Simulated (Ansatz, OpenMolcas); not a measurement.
**CH5AlOSi (SMILES [CH2]1O[SiH2][AlH]1): the vertical ionisation energy, rung by rung**

CH5AlOSi has 9 atoms, charge 0, and is taken as a singlet. As SMILES, `[CH2]1O[SiH2][AlH]1`. The shape is that of a PBE0-D4/def2-TZVP optimisation.

Each level gives the vertical ionisation energy (to the doublet cation) (eV). The values are calculated.

```
            level                    kind     program  value (eV)  less CCSD(T)/def2-SVP
      HF/def2-SVP            Hartree–Fock      Ansatz        8.44                  -0.52
    BLYP/def2-SVP                     GGA      Ansatz        8.73                  -0.23
   BHLYP/def2-SVP           global hybrid  OpenMolcas        9.07                  +0.11
  M06-2X/def2-SVP         hybrid meta-GGA  OpenMolcas        9.12                  +0.16
   HSE06/def2-SVP  range-separated hybrid      Ansatz        9.03                  +0.07
   wB97X/def2-SVP  range-separated hybrid      Ansatz        9.15                  +0.19
  B2PLYP/def2-SVP           double hybrid      Ansatz        9.00                  +0.04
RPA@PBE0/def2-SVP                     RPA      Ansatz        9.01                  +0.05
     MP2/def2-SVP     perturbation theory      Ansatz        8.96                   0.00
 CCSD(T)/def2-SVP   coupled cluster or CI      Ansatz        8.96                   0.00
```

Differences are taken from CCSD(T)/def2-SVP for orientation; it has basis-set and higher-order errors of its own. The values span 8.44 to 9.15 eV.

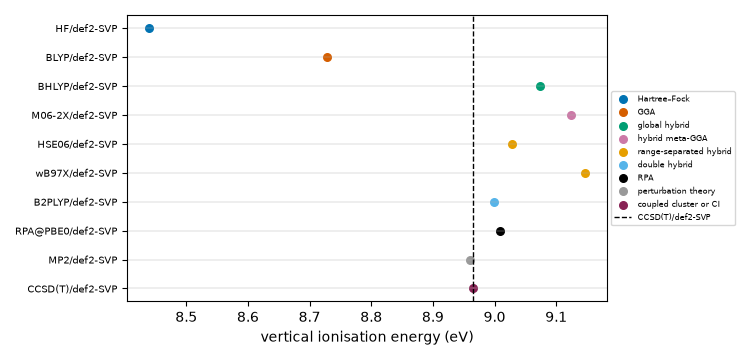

The values of the table, level by level.
